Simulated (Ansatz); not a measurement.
The starting structures come from a database of crystals and need not be the phases stable at ambient conditions.

 Where the default PAW files enter, the runs use the earlier of Ansatz's two default sets.

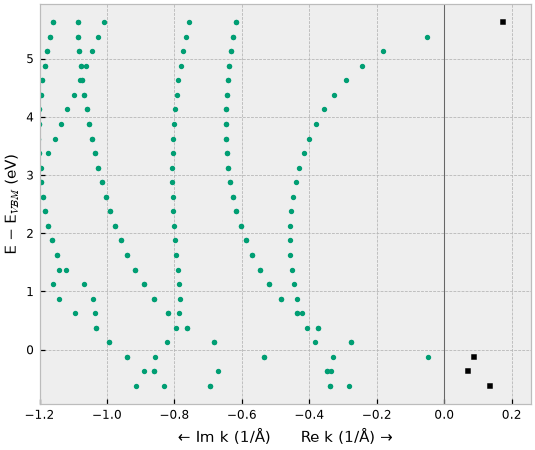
Figure. Complex bands at the centre of the two-dimensional zone; Ansatz (a program for electronic structure) with r2SCAN

The gap is the functional's own. No spin-orbit coupling. Mid-gap values are interpolated on the energy grid.

Problem. This is GaPO₄ (P3_121, not sure to be the ambient phase, 18 atoms a cell, 12.8 Å³ an atom) along the normal of (001). Read off the slowest decay at the centre of the two-dimensional zone at 2.62 eV, the computed energy nearest the middle of the gap.

Solution. κ ≈ 0.45 1/Å, a decay length 1/(2κ) of the density of 1.1 Å.
